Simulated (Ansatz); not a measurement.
## Electronic structure of H₂O₅Ti₂ in real space

Input file:

```
crystal:
  periodic: [false, false, false]
  atoms:
    - {symbol: Ti, position_ang: [-0.439049, 1.020517, 0.469116]}
    - {symbol: Ti, position_ang: [0.445438, -1.022388, -0.462017]}
    - {symbol: O, position_ang: [0.974797, 0.932570, -0.540376]}
    - {symbol: O, position_ang: [-1.059337, 2.523575, 1.268854]}
    - {symbol: O, position_ang: [1.078509, -2.612035, -1.057794]}
    - {symbol: O, position_ang: [0.150999, -0.529613, 1.295044]}
    - {symbol: O, position_ang: [-1.123609, -0.365933, -0.833824]}
    - {symbol: H, position_ang: [0.834323, -3.409452, -1.554840]}
    - {symbol: H, position_ang: [-0.862081, 3.462758, 1.415838]}
basis:
  gaussian: {orbitals: def2-TZVP, initial_orbitals: start.molden}
hamiltonian: {xc: pbe0, dispersion: d4}
scf: {omitted_lower_state_checks: [starts]}
output: {orbitals: {seedname: orbitals}}
```

Run with:

```sh
ansatz run in.yaml --threads 4 --pin off --events-out ev --progress --plain --max-ram 4787MiB
```

Geometry: PBE-D4/def2-SVP.

Method: RKS PBE0-D4/def2-TZVP (Ansatz 0.2.0).

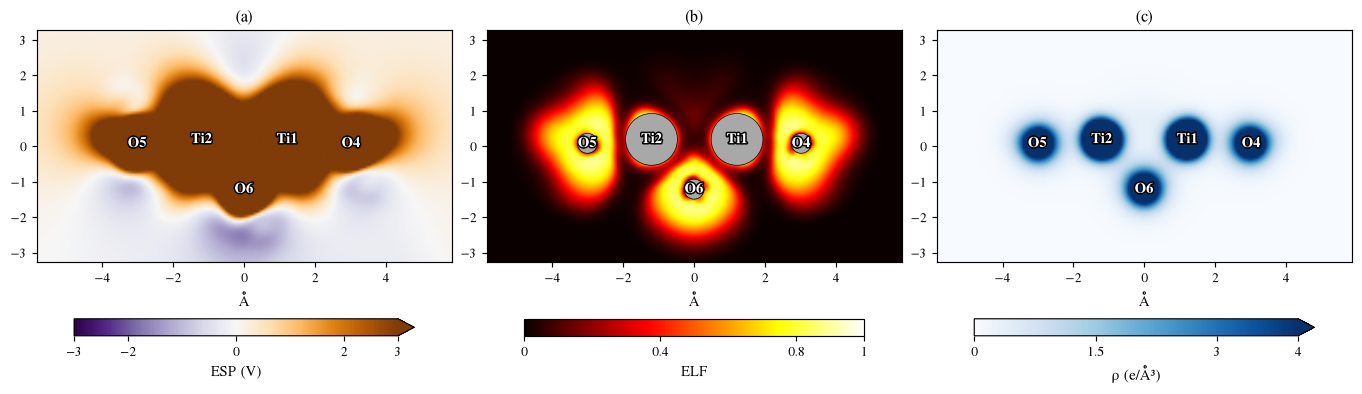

Figure 1. (a) electrostatic potential; (b) ELF; (c) electron density on the plane of atoms Ti2, Ti1 and O6. Grey discs cover the atomic cores in the ELF map.

What does the map show?

The plane passes through Ti and O nuclei.
Ti–Ti (2.41 Å): the density is about 0.32 e/Å³ at the midpoint; the ELF is about 0.05 at the midpoint.
Ti–O (1.81 Å): ρ is about 0.95 e/Å³ halfway; the ELF peaks at about 0.85 in the valence shell of O, 0.5 Å from its nucleus, and is about 0.20 at the midpoint.
Ti–O (1.85 Å): ρ at the midpoint is about 0.98 e/Å³; the ELF peaks at about 0.85 in the valence shell of O, 0.5 Å from its nucleus, and is about 0.25 at the midpoint.
Outside the dense part of the molecule the potential is most negative (−1.7 V) near O6.

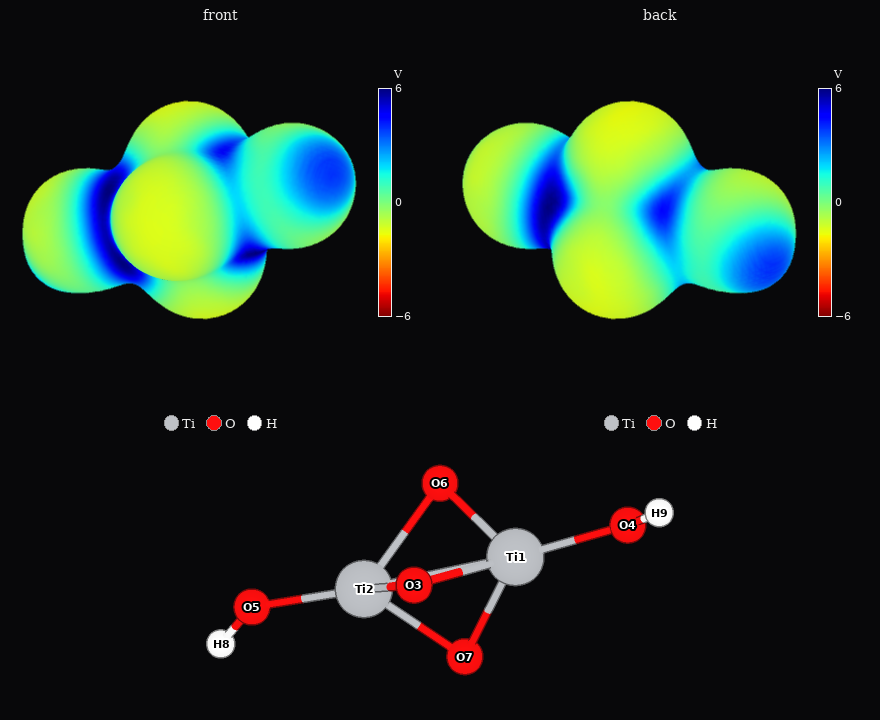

Figure 2. The molecular electrostatic potential painted on the density surface at 0.004 e/bohr³, seen from the front and from behind; red is negative and blue positive. The bare structure is drawn below in the same view.

Describe the electrostatic potential map.

The most negative region (about −1.5 V) lies over O6, the most positive (about +5.8 V) over Ti1 and Ti2. O6 is the likeliest acceptor of a hydrogen bond.

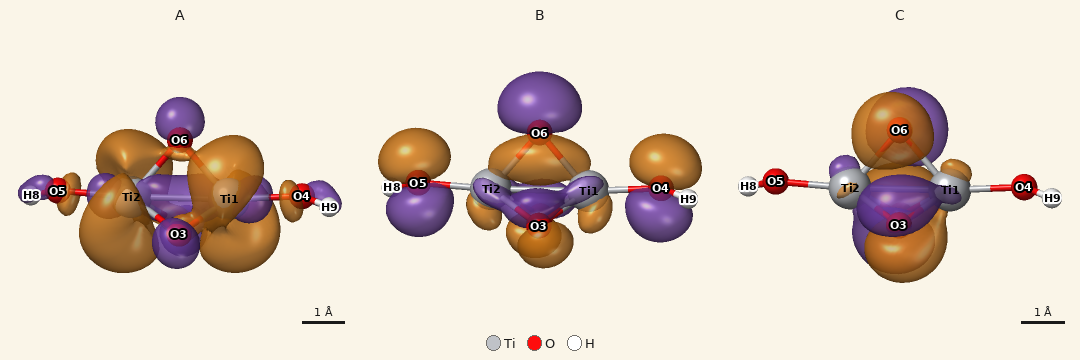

Figure 3. Three frontier orbitals at ±0.08 Å⁻³ᐟ² (orange and purple are the two phases), in no order.

Which picture is the HOMO−1, the HOMO and the LUMO?

B is the HOMO−1 (−9.10 eV). By Hirshfeld shares it lies mainly on O6 (about 35 %), O4 (about 20 %), O5 (about 20 %), Ti1 (about 5 %) and Ti2 (about 5 %); largely a combination of lone pairs on O6, O4 and O5. C is the HOMO (−8.01 eV). Its weight (Hirshfeld) is mainly on O6 (about 30 %), O3 (about 30 %) and O7 (about 30 %); largely a combination of lone pairs on O6, O3 and O7. A is the LUMO (−2.62 eV). It lies mainly on Ti1 (about 40 %) and Ti2 (about 40 %).

What is the HOMO–LUMO gap?

5.39 eV between the orbital energies.
